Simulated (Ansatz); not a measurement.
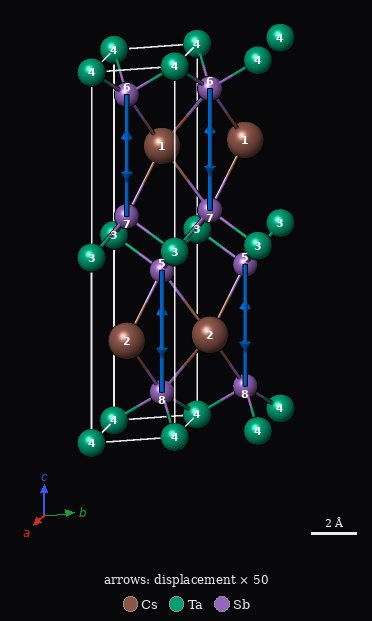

This is a relaxation of a crystal of CsTaSb$_{2}$ (built on the MAX phase (211) type) (coarse preliminary run). The starting structure is drawn; blue arrows show the displacements (the part carried along by the change of the cell is left out), 50 times their true length.

Style: ball-and-stick. Shown: the cell of the calculation, repeated 1 × 2 × 1 with one cell outlined, slightly off an axis.

Case: MAX phase (211) type (P6_3/mmc, No. 194).

All numbers below come from DFT PBE, scalar-relativistic, plane waves, PAW (Ansatz).

Input
```yaml
crystal:
  lattice:
    - [3.8490677569, 0.0, 0.0]
    - [-1.9245338785, 3.3333904584, 0.0]
    - [0.0, 0.0, 17.2265969541]
  atoms:
    - { symbol: Cs, position: [0.3333333333, 0.6666666667, 0.75] }
    - { symbol: Cs, position: [0.6666666667, 0.3333333333, 0.25] }
    - { symbol: Ta, position: [0.0, 0.0, 0.5] }
    - { symbol: Ta, position: [0.0, 0.0, 0.0] }
    - { symbol: Sb, position: [0.3333333333, 0.6666666667, 0.414] }
    - { symbol: Sb, position: [0.6666666667, 0.3333333333, 0.914] }
    - { symbol: Sb, position: [0.6666666667, 0.3333333333, 0.586] }
    - { symbol: Sb, position: [0.3333333333, 0.6666666667, 0.086] }
basis:
  ecutwfc: 420
kpoints:
  mp_grid: { grid: [6, 6, 1] }
hamiltonian:
  xc: pbe
scf:
  occupations: { method: gaussian, width: 0.1 }
  lower_state_search: "off"
output:
  forces: true
  stress: true
  eigenvalues: true
relax:
  adjacent_minimum: "off"
  f_tol: 0.04
  max_steps: 70
  cell: { stress_tol: 0.4 }
```

Run as
```bash
ansatz run input.yaml --threads 1 --pin off --max-ram 2560MiB --backend cpu --events-out ev --progress --plain --runs-dir out
```

> Which element moves most?

Antimony: up to 0.083 Å, against 0.000 Å for caesium.

> What happened in the run?

Over 3 accepted moves (4 points after the start) the energy falls by 210 meV per atom. Largest force component: 2.5 eV/Å at the start, 0.00086 eV/Å at the end. Pressure: 13.66 GPa at the start and −0.04 GPa at the end. The SCF was repeated once at an unchanged geometry on a basis and grid sized afresh for the cell, which shifted the energy by 0.8 meV per atom at most. The largest moves relative to the cell, 0.083 Å, are those of Sb5, Sb6, Sb7 and Sb8. Sb6 goes along −c. Cs and Ta stay in place. The volume changes by +15.7 %, with a = b 3.849 → 4.007 Å (+4.1 %), c 17.227 → 18.398 Å (+6.8 %). Near-neighbour distances that change, for instance: Ta3–Sb5 2.671 → 2.850 Å, Cs1–Sb6 3.594 → 3.737 Å. Among the angles between lasting bonds that change: Ta4–Sb6–Ta4 92.2° → 89.3°, Sb6–Ta4–Sb8 87.8° → 90.7°, Sb6–Ta4–Sb6 92.2° → 89.3°. The space group stays P6_3/mmc (No. 194). Cost: 37 s on 1 thread of Arm Neoverse V1 (shared host), peak memory 0.54 GiB.
